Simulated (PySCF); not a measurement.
# SnGeH5Cl (SMILES [Cl][SnH2][GeH3]) at 6 levels

We compute a comparison of 6 runs (HF/STO-3G, BP86/def2-SVP, PBE0/def2-SVP, BP86/def2-TZVP, MP2/3-21G, CCSD(T)/def2-SVP) of SnGeH5Cl. Input form: a Python script.

The calculation is run with PySCF 2.14.0.

### Step 1. The system as given

The species is SnGeH5Cl (8 atoms), meant as a singlet with charge 0. SMILES: `[Cl][SnH2][GeH3]`. Geometry: relaxed at PBE0-D4/def2-TZVP.

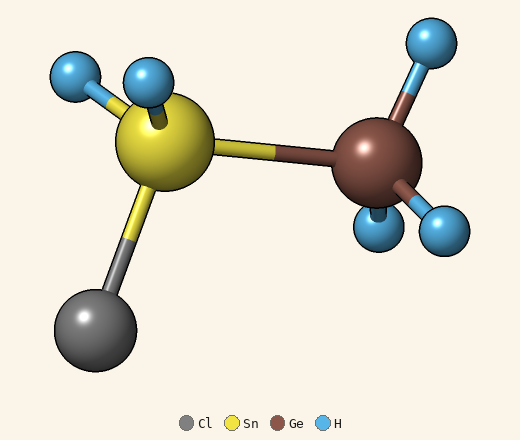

The structure, seen from a chosen angle (chlorine grey, tin yellow, germanium brown, hydrogen blue).

### Step 2. Energy and forces at HF/STO-3G (run 1)

Contents of input.xyz:

```xyz
8

Cl    -2.476600     1.343700    -0.037300
Sn    -0.428500     0.659900    -0.952100
Ge     0.696300    -0.783000     0.888700
H     -0.838800    -0.186500    -2.375300
H      0.392900     2.106200    -1.331600
H      0.900600     0.075000     2.143800
H      2.057600    -1.296700     0.393200
H     -0.211500    -1.975700     1.214800
```

Contents of run.py:

```python
import pyscf.grad
from pyscf import gto

mol = gto.M(
    atom='input.xyz',
    verbose=4,
    basis='sto-3g',
    spin=0,
    max_memory=1860,
)

mf = mol.RHF()
mf.conv_tol = 1e-10
mf.kernel()
if not mf.converged:
    mf = mf.newton().run(mf.mo_coeff, mf.mo_occ)

e_final = mf.e_tot
print(f'total energy: {e_final:.8f} hartree')
grad = mf.Gradients().kernel()
dip = mf.dip_moment()
pop, q = mf.mulliken_pop()
```

Launch:

```sh
$ OMP_NUM_THREADS=1 python run.py
```

The program printed:

```text
PySCF version 2.14.0

[... 58 lines left out ...]
converged SCF energy = -8472.6622393192
total energy: -8472.66223932 hartree
[... 11 lines left out ...]
Dipole moment(X, Y, Z, Debye):  3.37134, -1.27780, -1.17054
[... 68 lines left out ...]
charge of    7H =     -0.11030
```

Run time: 6.9 s. Hardware: 1 thread of Intel Xeon at 2.70GHz, shared host; peak memory 0.13 GiB.

### Step 3. Energy and gradient at BP86/def2-SVP (core potential) (run 2)

Contents of input.py:

```python
from pyscf import gto, dft

system = gto.Mole()
system.atom = '''
Cl    -2.476600     1.343700    -0.037300
Sn    -0.428500     0.659900    -0.952100
Ge     0.696300    -0.783000     0.888700
H     -0.838800    -0.186500    -2.375300
H      0.392900     2.106200    -1.331600
H      0.900600     0.075000     2.143800
H      2.057600    -1.296700     0.393200
H     -0.211500    -1.975700     1.214800
'''
system.basis = 'def2-svp'
system.verbose = 3
system.max_memory = 1860
system.spin = 0
system.ecp = {'Sn': 'def2-svp'}
system.build()

mf = dft.RKS(system)
mf.xc = 'bp86'
mf.grids.level = 5
mf.conv_tol = 1e-10
mf.kernel()
if not mf.converged:
    mf = mf.newton().run(mf.mo_coeff, mf.mo_occ)

e_final = mf.e_tot
print(f'total energy: {e_final:.8f} hartree')
grad = mf.nuc_grad_method().kernel()
mf.analyze()
```

Launch:

```sh
$ OMP_NUM_THREADS=1 python input.py
```

The program printed:

```text
converged SCF energy = -2754.55608071837
[... 14 lines left out ...]
MO #5   energy= -43.8143714790834  occ= 2
[... 11 lines left out ...]
MO #17  energy= -3.30043058486851  occ= 2
[... 11 lines left out ...]
MO #29  energy= -0.715023457267051 occ= 2
[... 11 lines left out ...]
MO #41  energy= -0.0184469258742495 occ= 0
[... 11 lines left out ...]
MO #53  energy= 0.260311354096864  occ= 0
[... 11 lines left out ...]
MO #65  energy= 0.643787567094156  occ= 0
[... 11 lines left out ...]
MO #77  energy= 1.1840486913074    occ= 0
[... 11 lines left out ...]
MO #89  energy= 1.79822321296758   occ= 0
[... 11 lines left out ...]
MO #101 energy= 51.8755152051483   occ= 0
[... 9 lines left out ...]
Dipole moment(X, Y, Z, Debye):  2.18718, -0.96358, -0.46423
```

Wall time 59 s (1 thread of Intel Xeon at 2.70GHz, shared host); peak memory 1 GiB.

Runs 3 to 5 aren't shown in full; the table further down has their settings and results.

### Step 4. A single-point energy at CCSD(T)/def2-SVP (core potential) (run 6)

Contents of calc.py:

```python
from pyscf import gto, scf, cc

molecule = gto.M(
    atom=[
    ('Cl', (-2.476600, 1.343700, -0.037300)),
    ('Sn', (-0.428500, 0.659900, -0.952100)),
    ('Ge', (0.696300, -0.783000, 0.888700)),
    ('H', (-0.838800, -0.186500, -2.375300)),
    ('H', (0.392900, 2.106200, -1.331600)),
    ('H', (0.900600, 0.075000, 2.143800)),
    ('H', (2.057600, -1.296700, 0.393200)),
    ('H', (-0.211500, -1.975700, 1.214800)),
],
    charge=0,
    verbose=4,
    spin=0,
    basis='def2-svp',
    ecp={'Sn': 'def2-svp'},
    max_memory=1860,
)

myscf = scf.RHF(molecule)
myscf.conv_tol = 1e-10
myscf.kernel()
if not myscf.converged:
    myscf = myscf.newton().run(myscf.mo_coeff, myscf.mo_occ)

mycc = cc.CCSD(myscf, frozen=18)
mycc.kernel()
e_t = mycc.ccsd_t()
energy = mycc.e_tot + e_t
print('E = %.10f Eh' % energy)
dip = myscf.dip_moment()
pop, q = myscf.mulliken_pop()
```

Launch:

```sh
$ OMP_NUM_THREADS=1 python calc.py
```

The program printed:

```text
PySCF version 2.14.0

[... 64 lines left out ...]
converged SCF energy = -2750.74919864868
[... 12 lines left out ...]
Init t2, MP2 energy = -2751.23063999868  E_corr(MP2) -0.481441350007568
[... 12 lines left out ...]
CCSD converged
[... 3 lines left out ...]
Dipole moment(X, Y, Z, Debye):  2.63572, -1.13072, -0.62601
[... 110 lines left out ...]
charge of    7H =     -0.09433
```

It took 69 s on 1 thread of Intel Xeon at 2.70GHz, shared host; peak memory 0.62 GiB.

### Step 5. Overview of the runs

| run | level | core potential | integration grid | energy (Eh) | dipole moment (D) of the reference | HOMO energy (eV) | LUMO energy (eV) | wall time |
| --- | --- | --- | --- | --- | --- | --- | --- | --- |
| 1 | HF/STO-3G | – | – | -8472.662239 | 3.79 | -8.55 | 7.79 | 6.9 s |
| 2 | BP86/def2-SVP (core potential) | def2-svp | 5 | -2754.556081 | 2.43 | -6.75 | -1.69 | 59 s |
| 3 | PBE0/def2-SVP (core potential) | def2-svp | 5 | -2753.715476 | 2.64 | -7.86 | -0.79 | 79 s |
| 4 | BP86/def2-TZVP (core potential) | def2-svp | 5 | -2754.992992 | 2.57 | -6.94 | -1.91 | 2.9 min |
| 5 | MP2/3-21G | – | – | -8521.983715 | 4.04 | -10.60 | 1.81 | 26 s |
| 6 | CCSD(T)/def2-SVP (core potential) | def2-svp | – | -2751.284657 | 2.94 | -10.46 | 2.23 | 69 s |

### Step 6. Results

| quantity | value |
| --- | --- |
| run 6: total energy | -2751.28466 Eh |
| run 6: dipole moment (Hartree–Fock density) | 2.94 D |
| run 6: HOMO energy (Hartree–Fock orbitals) | -10.46 eV |
| run 6: LUMO energy (Hartree–Fock orbitals) | 2.23 eV |
| run 6: HOMO–LUMO gap (Hartree–Fock orbitals) | 12.69 eV |
| run 6: correlation energy (18 core orbitals frozen) | -535.5 mEh |
| run 6: (T) correction | -13.30 mEh |
| run 6: T1 diagnostic | 0.009 |

**Reading.** Over runs 1, 2, 3, 4 the dipole moment (its size) runs from 2.43 D (BP86/def2-SVP) to 3.79 D (HF/STO-3G). The two ends differ in method and basis and core potential. Over runs 1, 2, 3, 4 the HOMO–LUMO gap runs from 5.03 eV (BP86/def2-TZVP) to 16.34 eV (HF/STO-3G). Totals of different functionals can't be ranked against each other. Some runs of one species differ in core potentials or relativity; totals across that change don't compare. In run 1 the basis is minimal, so the values are rough. In runs 1, 5 relativity is left out where basis or elements ask for it. All runs together took 6.9 min, the longest 2.9 min.
